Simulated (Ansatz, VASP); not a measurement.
# MgTe2Pb in two plane-wave programs

Wanted: the spread between two codes on one cell, functional and k mesh. The cell is invented: As first built, before any earlier steps moved the atoms: it takes the MgCdTe2 structure with some of its atoms replaced by other elements, volume scaled by an estimate. It may not be a known or stable phase. The cell comes out of the VASP series on this material, whose earlier steps may have relaxed, scaled or displaced it; both programs get it as it stands.

Program: Ansatz 0.2.0. Level of theory: plane waves, with VASP 6.6.1 beside it; band structure at r2SCAN50 and band structure at PBE-EpsX. Results are calculated unless marked as measured.

**1. The structure**

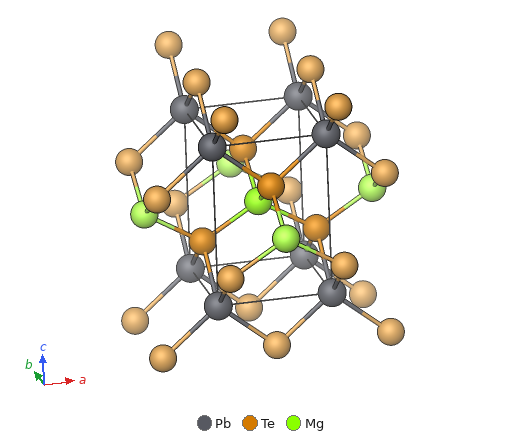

The cell as given, slightly off an axis (lead dark grey, tellurium orange, magnesium green). Some periodic images of atoms are drawn too.

**2. Ansatz: band structure, r2SCAN50**

Ansatz runs on its default PAW (the set named soft_2) files.

The same path points are solved in both programs, so levels can be compared one by one.

File input.yaml:

```yaml
crystal:
  lattice:
    - [4.8556872069, 0.0, 0.0]
    - [0.0, 4.8556872069, 0.0]
    - [0.0, 0.0, 6.9888935447]
  atoms:
    - { symbol: Pb, position: [0.0, 0.0, 0.0] }
    - { symbol: Te, position: [0.0, 0.5, 0.2884569215] }
    - { symbol: Te, position: [0.5, 0.0, 0.7115430785] }
    - { symbol: Mg, position: [0.5, 0.5, 0.5] }
hamiltonian:
  xc: r2scan50
  pseudopotentials: { kind: paw }
kpoints:
  mp_grid: { grid: [3, 3, 2] }
  band_path:
    path:
      - [0.0, 0.0, 0.0]
      - [0.0, 0.4, 0.0]
      - [0.3, 0.5, 0.0]
      - [0.5, 0.5, 0.0]
      - [0.3, 0.3, 0.0]
      - [0.0, 0.0, 0.1]
      - [0.0, 0.0, 0.5]
      - [0.0, 0.4, 0.5]
      - [0.3, 0.5, 0.5]
      - [0.5, 0.5, 0.5]
      - [0.3, 0.3, 0.5]
      - [0.0, 0.5, 0.1]
      - [0.5, 0.5, 0.0]
      - [0.5, 0.5, 0.5]
    npoints: 1
scf:
  occupations: { method: gaussian, width: 0.02 }
  n_extra_bands: 8
output:
  forces: true
  stress: true
  eigenvalues: true
  write_density: true
  write_potential: true
  elf: true
  volumetric_format: npy
```

On the command line:

```sh
> ansatz run input.yaml --threads 4 --pin off --max-ram 9216MiB --backend cpu --events-out ev --progress --plain --runs-dir out
```

Numbers of over 12 decimals in the logs are rounded to 6 here.

Output:

```text
Warning: output.stress: scf.convergence.dr2_threshold = 1e-7 eV (the SCF's general default) is looser than the 4e-10 eV advised for a printed stress (1e-10 eV for each atom of the cell: 4). What an SCF threshold leaves in a stress goes as its square root, and in the free energy as the threshold itself, and one threshold admits the most on a small cell: [figures from the program's tests cut] Set scf.convergence.dr2_threshold to 4e-10 eV or tighter. The threshold is an SCF's pass mark: one that does not reach it within its budget of iterations ends unconverged, or closes short of it on a stop that the run arms, and scf.convergence.dr2_threshold's page says what that costs each kind of run
Warning: output.stress: scf.exx.energy_threshold = 1e-6 eV is looser than the 4e-8 eV advised for a stress under a hybrid functional (1e-8 eV for each atom of the cell: 4). Every SCF of the exchange loop can meet its threshold on dr2 while the loop round them stops early: no threshold on dr2 bounds what that leaves in the stress. Set scf.exx.energy_threshold to 4e-8 eV or tighter. The threshold is the loop's pass mark: a loop that does not reach it within its budget of cycles ends unconverged, and scf.exx.energy_threshold's page has the law
scf.n_extra_bands = 8 over 28 filled bands (N_el = 56.0): the run solves 36 bands
Engine: ansatz 0.2.0, aarch64-unknown-linux-gnu
Pseudopotentials: kind: paw
Pseudopotential: Pb, paw, valence charge 14, recommended cutoff 500 eV (meta_gga), Pb.paw.azcp
Pseudopotential: Te, paw, valence charge 16, recommended cutoff 500 eV (meta_gga), Te.paw.azcp
Pseudopotential: Mg, paw, valence charge 10, recommended cutoff 500 eV (meta_gga), Mg.paw.azcp
Functional definition: r2SCAN50
  parameter a = 0.5
  parameter k0 = 0.174
  parameter k1 = 0.065
  parameter a1 = 4.9479
  exchange = (1 - a)*r2scan_x(k0 = k0, k1 = k1, a1 = a1) + a*exact_x
  correlation = r2scan_c
Crystal: 4 atoms, lattice volume = 164.782 Å³
Basis set: ecut = 500 eV, 4177 PW (Γ), exchange–correlation on 144×144×216 points (64 copies of the dense FFT grid, shifted against one another)
Bands: 36, of which v1, the nominal top of the filled ones, is band 28 counted from 1 (27 counted from 0)
Symmetry: 8 space group operations
Space group: P-4m2 (ITA 115), of the structure as read, at distance tolerance 5.5e-5 Å
k-points: 6 of 18
Non-local potential: Pb, projectors of the file, l = 0: 2, l = 1: 2, l = 2: 2, l = 3: 2
Non-local potential: Te, projectors of the file, l = 0: 2, l = 1: 2, l = 2: 2, l = 3: 2
Non-local potential: Mg, projectors of the file, l = 0: 3, l = 1: 2, l = 2: 1
PAW form: soft (Blöchl's): semilocal exchange-correlation on the pseudo side does not see the compensation charge
PAW frozen core: Pb, regenerated for the run's functional, and the local potential with it (the file was generated under x = pbe(κ = 0.804, μ = 0.219515), c = pbe(β = 0.066725))
PAW frozen core: Te, regenerated for the run's functional, and the local potential with it (the file was generated under x = pbe(κ = 0.804, μ = 0.219515), c = pbe(β = 0.066725))
PAW frozen core: Mg, regenerated for the run's functional, and the local potential with it (the file was generated under x = pbe(κ = 0.804, μ = 0.219515), c = pbe(β = 0.066725))
PAW one-centre angular grid: Pb, 590 points (default); XC on 160 Gauss nodes
PAW one-centre angular grid: Te, 590 points (default); XC on 160 Gauss nodes
PAW one-centre angular grid: Mg, 302 points (default); XC on 224 Gauss nodes
Initial density: superposition of atomic densities (neutral atoms: chi_scale 0, normalization atom), corrected by the library's trained network
Initial wavefunctions: pseudopotential atomic-orbital guess
Functional: x = r2scan, c = r2scan; τ floored in thin density (d = 2e-4 eV/Å³), warm-up for x = 0.5 r2scan + 0.5 exact, c = r2scan; τ floored in thin density (d = 2e-4 eV/Å³)
SCF iter   1: F=—  HF=-27839.350206 eV  |F-HF|=—  |Δ(HF+E_count)|=         —  Δρ=4.42e-3  dr2=3.16e-2  dr2_τ=2.87e-3  ethr=1.77e-3  ⟨swp⟩=14.2  Hψ=1030  notcnv=0
preconditioner: auto → none  [insulator: Δε(μ)=1.611 eV  Ē_g=9.079 eV  σ=0.020 eV  W_gap=1.00  n_scr=36 (ndim 8)  ℏωp=12.3 eV  f_vac=0.161  D(μ)=0.00/eV (n_scr^D=0)]
SCF iter   2: F=—  HF=-27839.370798 eV  |F-HF|=—  |Δ(HF+E_count)|=   2.06e-2  Δρ=1.76e-3  dr2=5.91e-3  dr2_τ=1.39e-4  ethr=5.65e-5  ⟨swp⟩=6.2  Hψ=656  notcnv=0  defer=4
SCF iter   3: F=—  HF=-27839.372352 eV  |F-HF|=—  |Δ(HF+E_count)|=   1.55e-3  Δρ=7.99e-4  dr2=4.49e-3  dr2_τ=5.34e-5  ethr=1.06e-5  ⟨swp⟩=5.3  Hψ=596  notcnv=0  defer=2
iter 4 solved again at ethr=2.38e-7 eV; its pass at ethr=8.02e-6 eV (dr2=1.33e-4 eV) is discarded
SCF iter   4: F=-27839.371341 eV  HF=-27839.371346 eV  |F-HF|=5.27e-6  |Δ(HF+E_count)|=   1.01e-3  Δρ=3.03e-4  dr2=1.38e-4  dr2_τ=2.60e-6  ethr=2.38e-7  ⟨swp⟩=3.0  Hψ=945  notcnv=0
SCF 1 stopped early in 4 iterations: F = -27839.371341 eV  dr2 = 1.38e-4
  greatest PAW one-centre occupation: 1.000 electrons in one spin orbital (limit 2), on the Mg atom at site 3 (counted from 0), in its partial waves of l = 0
Initial density: handed on by an earlier stage of this run
Initial wavefunctions: those handed on with the density
Functional: x = 0.5 r2scan + 0.5 exact, c = r2scan; τ floored in thin density (d = 2e-4 eV/Å³)
Frozen-core exchange: fock
SCF iter   1: F=—  HF=-27834.102499 eV  |F-HF|=—  |Δ(HF+E_count)|=         —  Δρ=3.49e-3  dr2=2.77e-2  dr2_τ=3.10e-4  ethr=2.47e-6  ⟨swp⟩=9.0  Hψ=1046  notcnv=0
preconditioner: auto → none  [insulator: Δε(μ)=3.645 eV  Ē_g=12.292 eV  σ=0.020 eV  W_gap=1.00  n_scr=36 (ndim 8)  ℏωp=12.2 eV  f_vac=0.166  D(μ)=0.00/eV (n_scr^D=0)]
SCF iter   2: F=—  HF=-27834.093355 eV  |F-HF|=—  |Δ(HF+E_count)|=   9.14e-3  Δρ=1.03e-3  dr2=8.37e-3  dr2_τ=9.18e-5  ethr=2.47e-6  ⟨swp⟩=4.3  Hψ=733  notcnv=0
SCF iter   3: F=—  HF=-27834.124816 eV  |F-HF|=—  |Δ(HF+E_count)|=   3.15e-2  Δρ=1.21e-3  dr2=2.79e-3  dr2_τ=1.54e-5  ethr=2.47e-6  ⟨swp⟩=4.7  Hψ=810  notcnv=0
SCF iter   4: F=—  HF=-27834.124043 eV  |F-HF|=—  |Δ(HF+E_count)|=   7.73e-4  Δρ=2.91e-4  dr2=9.65e-4  dr2_τ=5.27e-6  ethr=2.47e-6  ⟨swp⟩=3.0  Hψ=440  notcnv=0
Mixer restart at iter 4: flushing history
[...]
SCF iter   7: F=-27834.126386 eV  HF=-27834.126390 eV  |F-HF|=4.52e-6  |Δ(HF+E_count)|=   8.90e-7  Δρ=6.28e-5  dr2=8.00e-6  dr2_τ=3.60e-7  ethr=1.05e-7  ⟨swp⟩=3.3  Hψ=443  notcnv=0  defer=1
SCF 2 stopped early in 7 iterations: F = -27834.126386 eV  dr2 = 8.00e-6
  Residual-converged pass: ⟨swp⟩=5.0  Hψ=688  notcnv=0  max |occ|·‖R‖ = 6.0e-6 eV (tolerance 6.7e-6 eV)  dr2=8.14e-6  dr2_τ=3.53e-7  dr2_onsite=7.06e-7  max |Δocc| = 0.0e0
hybrid outer 1: dexx = +4.433e-2 eV, tail = 8.11e-4 eV
Frozen-core exchange: fock
SCF iter   1: F=—  HF=-27834.126600 eV  |F-HF|=—  |Δ(HF+E_count)|=         —  Δρ=1.18e-4  dr2=3.05e-5  dr2_τ=6.07e-7  ethr=7.24e-6  ⟨swp⟩=3.5  Hψ=444  notcnv=0
preconditioner: auto → none  [insulator: Δε(μ)=3.666 eV  Ē_g=12.280 eV  σ=0.020 eV  W_gap=1.00  n_scr=36 (ndim 8)  ℏωp=12.2 eV  f_vac=0.167  D(μ)=0.00/eV (n_scr^D=0)]
SCF iter   2: F=—  HF=-27834.126610 eV  |F-HF|=—  |Δ(HF+E_count)|=   9.39e-6  Δρ=5.74e-5  dr2=6.55e-6  dr2_τ=8.89e-8  ethr=4.66e-8  ⟨swp⟩=4.2  Hψ=590  notcnv=0
SCF iter   3: F=—  HF=-27834.126609 eV  |F-HF|=—  |Δ(HF+E_count)|=   6.93e-7  Δρ=1.78e-5  dr2=2.13e-6  dr2_τ=1.31e-8  ethr=1.12e-8  ⟨swp⟩=4.2  Hψ=497  notcnv=0
SCF iter   4: F=—  HF=-27834.126609 eV  |F-HF|=—  |Δ(HF+E_count)|=   5.50e-7  Δρ=6.36e-6  dr2=1.61e-7  dr2_τ=2.17e-9  ethr=2.87e-9  ⟨swp⟩=3.5  Hψ=472  notcnv=0  defer=1
SCF iter   5: F=—  HF=-27834.126609 eV  |F-HF|=—  |Δ(HF+E_count)|=   4.87e-8  Δρ=2.27e-6  dr2=1.07e-8  dr2_τ=5.16e-10  ethr=2.44e-10  ⟨swp⟩=4.5  Hψ=547  notcnv=0  defer=1
SCF iter   6: F=—  HF=-27834.126609 eV  |F-HF|=—  |Δ(HF+E_count)|=   1.78e-9  Δρ=1.03e-6  dr2=2.30e-9  dr2_τ=1.17e-10  ethr=1.59e-11  ⟨swp⟩=4.7  Hψ=667  notcnv=0  defer=1
SCF iter   7: F=-27834.126609 eV  HF=-27834.126609 eV  |F-HF|=5.82e-11  |Δ(HF+E_count)|=  6.98e-10  Δρ=2.02e-7  dr2=8.49e-11  dr2_τ=2.04e-12  ethr=3.51e-12  ⟨swp⟩=4.5  Hψ=443  notcnv=0  defer=2
SCF 3 converged in 7 iterations: F = -27834.126609 eV  dr2 = 8.49e-11
  Residual-converged pass: ⟨swp⟩=3.7  Hψ=523  notcnv=0  max |occ|·‖R‖ = 6.2e-7 eV (tolerance 6.3e-7 eV)  dr2=8.75e-11  dr2_τ=2.53e-12  dr2_onsite=1.05e-11  max |Δocc| = 0.0e0
hybrid outer 2: dexx = +1.293e-5 eV, tail = 3.91e-7 eV, Δε = 9.50e-3 eV (about 4.35e-4 eV left of the loop's levels), ΔF = 1.05e-2 eV/Å (tail 2.57e-3)
Frozen-core exchange: fock
SCF iter   1: F=—  HF=-27834.126609 eV  |F-HF|=—  |Δ(HF+E_count)|=         —  Δρ=2.61e-6  dr2=7.92e-9  dr2_τ=4.24e-10  ethr=3.49e-9  ⟨swp⟩=6.5  Hψ=514  notcnv=0
preconditioner: auto → none  [insulator: Δε(μ)=3.664 eV  Ē_g=12.278 eV  σ=0.020 eV  W_gap=1.00  n_scr=36 (ndim 8)  ℏωp=12.2 eV  f_vac=0.167  D(μ)=0.00/eV (n_scr^D=0)]
SCF iter   2: F=-27834.126609 eV  HF=-27834.126609 eV  |F-HF|=1.11e-9  |Δ(HF+E_count)|=   9.78e-9  Δρ=1.27e-6  dr2=1.70e-9  dr2_τ=1.30e-10  ethr=1.16e-11  ⟨swp⟩=4.5  Hψ=667  notcnv=0  defer=1
SCF 4 converged in 2 iterations: F = -27834.126609 eV  dr2 = 1.70e-9
  Residual-converged pass: ⟨swp⟩=3.0  Hψ=397  notcnv=0  max |occ|·‖R‖ = 8.8e-7 eV (tolerance 9.3e-7 eV)  dr2=1.70e-9  dr2_τ=1.31e-10  dr2_onsite=4.23e-10  max |Δocc| = 0.0e0
hybrid outer 3: dexx = +1.133e-8 eV, tail = 5.73e-9 eV, Δε = 1.27e-4 eV (about 2.14e-5 eV left of the loop's levels), ΔF = 4.70e-4 eV/Å (tail 3.64e-4)
NSCF: frozen V_eff on 14 k-points
hybrid SCF converged: 3 outer / 16 inner (+4 warm-up), last move |dexx| = 1.13e-8 eV, tail = 5.73e-9 eV
Stability not checked: this state was not tested for a lower state beside it, because the functional holds exact exchange (a hybrid, or Hartree-Fock), whose exchange loop this test does not read (fock_operator; see scf.lower_state_search)
Free energy (F): -27834.126609 eV
Frozen-core exchange: fock
Harris-Foulkes:  -27834.126609 eV  (|F-HF|=1.11e-9)
Internal energy: -27834.126609 eV  (E = F + TS)
E sigma→0 (E₀):  -27834.126609 eV
Fermi energy:    5.271084 eV
--- Per-component energies (eV) ---
  E_band       = -1413.420863
  E_kinetic    = 722.035511
  E_local      = -6497.009932  (includes V_loc(G=0)·N_el)
  E_nonlocal   = -180.869675
  E_hartree    = 3180.273300
  E_xc         = -257.299688
  E_vxc        = -216.930794  (∫ρ·V_xc dr)
  E_exx        = -392.543050  (= α·E_x^exact, valence–valence)
  E_paw        = -19913.781076  (= ΣΔE_a)
  E_vpaw       = -825.515291  (= ΣTr[D̂ρ^β])
  E_aug_tail   = -0.000062  (compensation charges beyond the density's cutoff)
  E_vtau       = 9.410760  (kinetic-family band-sum trace: ∫τ·v_τ [+ j·A + Jᵃ·Aᵃ] dr)
  E_ewald      = -4495.445353
  E_core_change = 0.513415  (= ΣΔE_core)
  E_smearing   = -0.000000  (= −TS)
  E_closure    = 0.000000  (closes the sum)
  Σ components = -27834.126609   (vs F -27834.126609, Δ=0.00e0)
--- Forces (eV/Å), atoms counted from 1 ---
  atom   1  Pb     0.00000000     0.00000000    -0.00000000
  atom   2  Te     0.00000000     0.00000000    -0.08458929
  atom   3  Te     0.00000000     0.00000000     0.08458929
  atom   4  Mg    -0.00000000     0.00000000     0.00000000
  max |Σ_I F_I| component: 1.51e-16 eV/Å
--- Stress (GPa, compression-positive) ---
       -1.124114       0.000000       0.000000
        0.000000      -1.124114       0.000000
        0.000000       0.000000      -1.207795
  P = ⅓ Tr σ = -1.1520 GPa (-11.520 kbar)
--- Band table (eV; the first three rows and the last of 6) ---
  k-point 0: bands = [... 24 lower, 1.5498, 1.7447, 2.1160, 2.1160, 7.4622, 7.9760, 8.4497, 8.4497, ... 4 higher]
  k-point 1: bands = [... 24 lower, 1.1503, 1.3346, 1.3346, 3.2093, 7.1031, 8.8654, 8.9901, 9.1790, ... 4 higher]
  k-point 2: bands = [... 24 lower, 0.9071, 1.0422, 1.8410, 3.3607, 7.9099, 8.7807, 8.8415, 9.1546, ... 4 higher]
  k-point 5: bands = [... 24 lower, 0.1419, 0.9085, 1.3474, 3.4389, 7.8792, 8.7750, 9.9192, 10.2773, ... 4 higher]
```

It took 1.8 min on 4 threads of Arm Neoverse V1, shared host; peak memory 2.1 GiB.

[end of part 1 of 2]

[Lines on the potential files, build, host, timing and source positions are cut from VASP's logs without a mark.]

[Logs are printed without paths, hosts, clocks, repeated set-up lines and the standing remarks that a program may print on its own settings, such as how far it seeks lower states.]

[Hosts, paths, dates, database ids (printed as entryN), source tags and the programs' standing remarks are cut or masked in the printed files.]
